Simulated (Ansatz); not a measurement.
# ScIr2 (Fd-3m): test of the smearing width from a Python script

How much does the smearing width move the energy of ScIr2 (Fd-3m)? Wanted for ScIr2 (Fd-3m): a test of the smearing width.

All numbers are computed with Ansatz 0.2.0, driven from Python. Level of theory: DFT LDA, plane waves, PAW.

### 1 Starting point

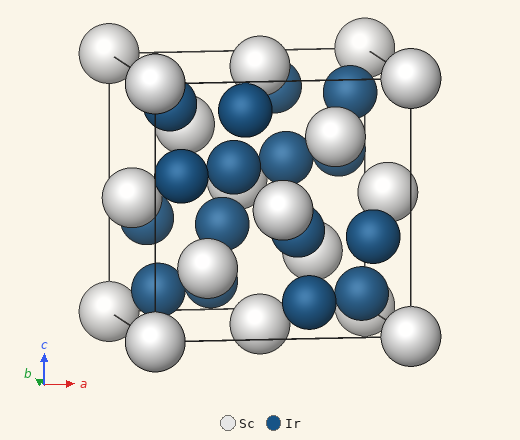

The starting structure, viewed slightly off an axis; scandium white, iridium blue. The cell is the conventional one. Atoms on cell faces are repeated.

No structure file is read: the coordinates are typed or built in the script.

### 2 Script

File smear.py:

```python
from dataclasses import dataclass
import warnings

import ansatz as az
import matplotlib.pyplot as plt


@dataclass
class RunConfig:
    xc: str = "LDA"
    mesh: tuple[int, ...] = (6, 6, 6)


cfg = RunConfig()


def main() -> None:
    warnings.simplefilter("ignore", az.DeckWarning)

    cell = (
        az.Lattice.from_parameters(5.195821, 5.195821, 5.195821, alpha=60.0, beta=60.0, gamma=60.0)
        .atom("Sc", (0.0, 0.0, 0.0))
        .atom("Sc", (0.25, 0.25, 0.25))
        .atom("Ir", (0.625, 0.625, 0.625))
        .atom("Ir", (0.125, 0.625, 0.625))
        .atom("Ir", (0.625, 0.625, 0.125))
        .atom("Ir", (0.625, 0.125, 0.625))
    )

    job = (
        cell.calculation()
        .pseudopotentials("paw")
        .basis(18 * az.Ha)
        .functional(cfg.xc)
        .kpoints(*cfg.mesh)
    )

    rows = []
    for value in [0.5, 0.3, 0.2, 0.1]:
        rep = job.occupations("gaussian", width=value).run(threads=1, pin="off").report
        rows.append((value, rep["free_energy_ev"] / len(rep["lattice"]["sites"]), rep["n_iterations"], rep["n_kpoints"]))

    print("  width (eV)   F/atom (eV)    iterations      k-points")
    for row in rows:
        print(f"{str(row[0]):>12s}  {row[1]:12.5f}  {row[2]:12d}  {row[3]:12d}")

    for row in rows[:-1]:
        shift = 1000 * (row[1] - rows[-1][1])
        print(f"{row[0]}: {shift:+.2f} meV/atom" + ("  (within 5 meV)" if abs(shift) < 5 else ""))
    plt.figure(figsize=(4.5, 3))
    plt.plot([str(row[0]) for row in rows], [1000 * (row[1] - rows[-1][1]) for row in rows], "o-")
    plt.xlabel("width (eV)")
    plt.ylabel("F - F(last) (meV/atom)")
    plt.tight_layout()
    plt.savefig("smear.png", dpi=100)


if __name__ == "__main__":
    main()
```

### 3 Launch

Launch:

```console
$ python smear.py
```

The log of the run:

```text
  width (eV)   F/atom (eV)    iterations      k-points
         0.5   -8472.70986             6            16
         0.3   -8472.67901             6            16
         0.2   -8472.66951             6            16
         0.1   -8472.66332             6            16
0.5: -46.54 meV/atom
0.3: -15.69 meV/atom
0.2: -6.19 meV/atom
```

Wall time 15 s (1 thread of Arm Neoverse V2, shared host); peak memory 0.5 GiB.

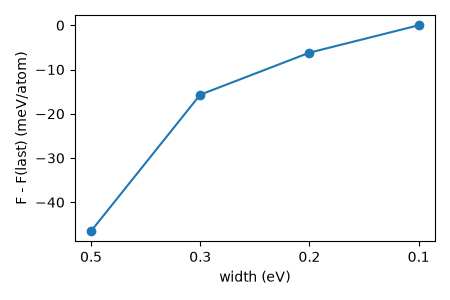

The script's own figure, smear.png.

### 4 What each run gave

From the records of these 4 runs:

```
run  width (eV)  energy from run 4 (meV/atom)  the same at zero width (meV/atom)  SCF cycles  CPU time (s)
  1         0.5                        -46.54                               0.87           6           3.4
  2         0.3                        -15.69                              -1.02           6           3.4
  3         0.2                         -6.19                              -0.62           6           3.5
  4         0.1                          0.00                               0.00           6           3.4
```

Energies are free energies F = E - TS of the smeared occupations. 

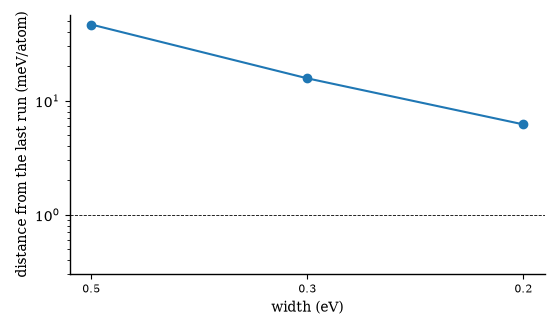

How far each run lies from the last one; the dashed line marks 1 meV/atom.

### 5 Summary of results

| quantity | value |
| --- | --- |
| runs compared | 4 |
| last run but one, from the last | -6.19 meV/atom |
| within 5 meV/atom of the last run from | no earlier run |

Going from 0.1 to 0.5 eV changes F by -46.5 meV an atom. With this scheme F falls roughly as the square of the width; the report's estimate for zero width (energy_sigma0_ev) moves by only +0.9 meV. Reading the output:
- The mesh is modest for a metal, so energies can be off by several to tens of meV an atom and pressures by half a GPa or more; differences at equal mesh fare better.
- The free energy holds a sizeable smearing term, which stands for no physical temperature.
- The narrowest width needs the finest mesh, so the last row is no converged reference.
- Spin-orbit coupling, which matters for elements this heavy, is left out.
